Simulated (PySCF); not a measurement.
**C3H6BSi+ (SMILES B[Si+]1C=CC1): levels of theory compared**

Wanted: a comparison of 5 runs (HF/3-21G, B3LYP/6-31G*, B3LYP/def2-SVP, PBE0/def2-SVP, MP2/cc-pVDZ) of C3H6BSi+. 

The results are computed with PySCF 2.14.0.

### 1 The molecule

C3H6BSi+ has 11 atoms, charge +1, and is taken as a singlet. As SMILES, `B[Si+]1C=CC1`. The shape is that of a GFN2-xTB optimisation.

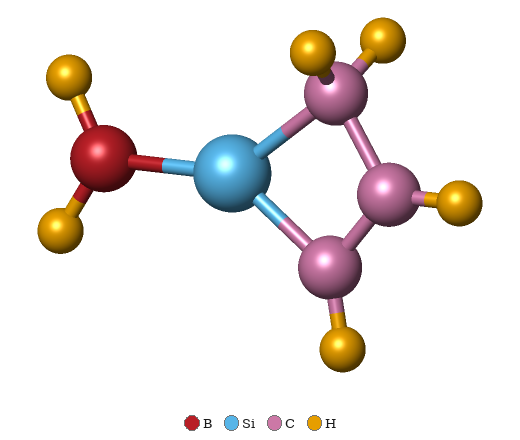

The structure, seen from a chosen angle (boron red, silicon blue, carbon pink, hydrogen amber).

### 2 Energy and gradient at HF/3-21G (run 1)

Input file input.py:

```python
import pyscf.grad
from pyscf import gto, scf

mol = gto.Mole()
mol.atom = '''
B     -1.978430     1.006050    -1.365110
Si    -0.557700     0.201550    -0.271880
C     -0.194250    -0.896550     1.216030
C      1.145540    -0.800270     1.085490
C      1.380760     0.087940    -0.118070
H     -3.102980     0.850290    -1.088710
H     -1.719510     1.648590    -2.306100
H     -0.749410    -1.444150     1.959150
H      1.919500    -1.244080     1.688340
H      1.928490     0.999690     0.119950
H      1.927990    -0.409060    -0.919090
'''
mol.max_memory = 1860
mol.charge = 1
mol.verbose = 3
mol.basis = '3-21g'
mol.spin = 0
mol.build()

mf = scf.RHF(mol)
mf.conv_tol = 1e-10
mf.kernel()
if not mf.converged:
    mf = mf.newton().run(mf.mo_coeff, mf.mo_occ)

e_tot = mf.e_tot
print('E = %.10f Eh' % e_tot)
grad = mf.Gradients().kernel()
mf.analyze()
```

The run is started by

```bash
$ OMP_NUM_THREADS=1 python input.py
```

What it wrote:

```text
converged SCF energy = -428.049049362949
[... 15 lines left out ...]
MO #6   energy= -6.36700194244971  occ= 2
[... 10 lines left out ...]
MO #17  energy= -0.724858984129393 occ= 2
[... 10 lines left out ...]
MO #28  energy= 0.147988002908768  occ= 0
[... 10 lines left out ...]
MO #39  energy= 0.420559403144424  occ= 0
[... 10 lines left out ...]
MO #50  energy= 1.05043632239804   occ= 0
[... 10 lines left out ...]
MO #61  energy= 2.0094772907377    occ= 0
[... 13 lines left out ...]
WARN: System has nonzero charge 1; the dipole moment is origin-dependent.
Location of origin: [0. 0. 0.]

Dipole moment(X, Y, Z, Debye): -1.54101,  0.77757, -1.04638
```

Wall time 3.3 s (1 thread of Intel Xeon at 2.70GHz, shared host); peak memory 0.13 GiB.

### 3 Energy and gradient at B3LYP/6-31G(d) (spherical functions) (run 2)

Input file input.py:

```python
import pyscf.grad
from pyscf import gto, dft

mol = gto.M(
    atom='''
B     -3.738691     1.901159    -2.579684
Si    -1.053900     0.380874    -0.513779
C     -0.367079    -1.694234     2.297964
C      2.164757    -1.512291     2.051279
C      2.609258     0.166183    -0.223120
H     -5.863782     1.606815    -2.057364
H     -3.249403     3.115384    -4.357897
H     -1.416180    -2.729048     3.702257
H      3.627329    -2.350970     3.190500
H      3.644318     1.889140     0.226673
H      3.643373    -0.773011    -1.736828
''',
    max_memory=1860,
    verbose=3,
    basis='6-31g*',
    charge=1,
    unit='bohr',
)

mf = dft.RKS(mol, xc='b3lyp')
mf.conv_tol = 1e-10
mf.grids.level = 5
mf.kernel()
if not mf.converged:
    mf = mf.newton().run(mf.mo_coeff, mf.mo_occ)

energy = mf.e_tot
print('Final energy', energy)
grad = mf.Gradients().kernel()
mf.analyze()
```

The run is started by

```bash
$ OMP_NUM_THREADS=1 python input.py
```

What it wrote:

```text
converged SCF energy = -431.891124483455
[... 20 lines left out ...]
MO #11  energy= -0.85392130034135  occ= 2
[... 14 lines left out ...]
MO #26  energy= -0.162196154944439 occ= 0
[... 14 lines left out ...]
MO #41  energy= 0.290309325321735  occ= 0
[... 14 lines left out ...]
MO #56  energy= 0.688769573793063  occ= 0
[... 14 lines left out ...]
MO #71  energy= 1.43930718943953   occ= 0
[... 14 lines left out ...]
MO #86  energy= 2.60441148234542   occ= 0
[... 13 lines left out ...]
WARN: System has nonzero charge 1; the dipole moment is origin-dependent.
Location of origin: [0. 0. 0.]

Dipole moment(X, Y, Z, Debye): -1.28437,  0.47360, -0.63507
```

It took 55 s on 1 thread of Intel Xeon at 2.70GHz, shared host; peak memory 0.88 GiB.

Runs 3 to 4 aren't shown in full; the table further down has their settings and results.

### 4 Energy and forces at MP2/cc-pVDZ (run 5)

Input file calc.py:

```python
# B[Si+]1C=CC1
import pyscf.grad
from pyscf import gto, scf, mp

system = gto.Mole()
system.atom = '''
B       -1.978430       1.006050      -1.365110
Si      -0.557700       0.201550      -0.271880
C       -0.194250      -0.896550       1.216030
C        1.145540      -0.800270       1.085490
C        1.380760       0.087940      -0.118070
H       -3.102980       0.850290      -1.088710
H       -1.719510       1.648590      -2.306100
H       -0.749410      -1.444150       1.959150
H        1.919500      -1.244080       1.688340
H        1.928490       0.999690       0.119950
H        1.927990      -0.409060      -0.919090
'''
system.max_memory = 1860
system.verbose = 4
system.basis = 'cc-pvdz'
system.charge = 1
system.build()

mf = scf.RHF(system)
mf.conv_tol = 1e-10
mf.kernel()
if not mf.converged:
    mf = mf.newton().run(mf.mo_coeff, mf.mo_occ)

pt = mp.MP2(mf, frozen=9).run()
etot = pt.e_tot
print(f'total energy: {etot:.8f} hartree')
grad = pt.Gradients().kernel()
mf.analyze()
```

The run is started by

```bash
$ OMP_NUM_THREADS=1 python calc.py
```

What it wrote:

```text
PySCF version 2.14.0

[... 104 lines left out ...]
MO #9   energy= -4.49036132878603  occ= 2
[... 18 lines left out ...]
MO #28  energy= 0.0771395734769187 occ= 0
[... 18 lines left out ...]
MO #47  energy= 0.509742707989617  occ= 0
[... 18 lines left out ...]
MO #66  energy= 1.03209427905893   occ= 0
[... 18 lines left out ...]
MO #85  energy= 1.78805314444414   occ= 0
[... 18 lines left out ...]
MO #104 energy= 3.12193498722564   occ= 0
[... 119 lines left out ...]
WARN: System has nonzero charge 1; the dipole moment is origin-dependent.
Location of origin: [0. 0. 0.]

Dipole moment(X, Y, Z, Debye): -1.50117,  0.74844, -1.00627
```

Wall time 36 s (1 thread of Intel Xeon at 2.70GHz, shared host); peak memory 0.8 GiB.

### 5 The series

| run | level | integration grid | frozen core orbitals | energy (Eh) | HOMO energy (eV) | LUMO energy (eV) | HOMO–LUMO gap (eV) | wall time |
| --- | --- | --- | --- | --- | --- | --- | --- | --- |
| 1 | HF/3-21G | – | – | -428.049049 | -15.33 | -6.11 | 9.22 | 3.3 s |
| 2 | B3LYP/6-31G* (spherical functions) | 5 | – | -431.891124 | -12.84 | -9.53 | 3.31 | 55 s |
| 3 | B3LYP/def2-SVP | 5 | – | -431.709730 | -12.97 | -9.68 | 3.29 | 48 s |
| 4 | PBE0/def2-SVP | 5 | – | -431.382080 | -13.22 | -9.54 | 3.68 | 53 s |
| 5 | MP2/cc-pVDZ | – | 9 | -430.911766 | -15.28 | -5.93 | 9.35 | 36 s |

### 6 What came out

```
                                          quantity          value
                               run 5: total energy  -430.91177 Eh
        run 5: HOMO energy (Hartree–Fock orbitals)      -15.28 eV
        run 5: LUMO energy (Hartree–Fock orbitals)       -5.93 eV
      run 5: HOMO–LUMO gap (Hartree–Fock orbitals)        9.35 eV
run 5: correlation energy (9 core orbitals frozen)     -540.7 mEh
                   run 5: largest force on an atom     3.892 eV/Å
```

In words: Over runs 1, 2, 3, 4 the HOMO–LUMO gap runs from 3.29 eV (B3LYP/def2-SVP) to 9.22 eV (HF/3-21G). The two ends differ in method and basis. Totals of different functionals can't be ranked against each other. All runs together took 3.2 min, the longest 55 s.
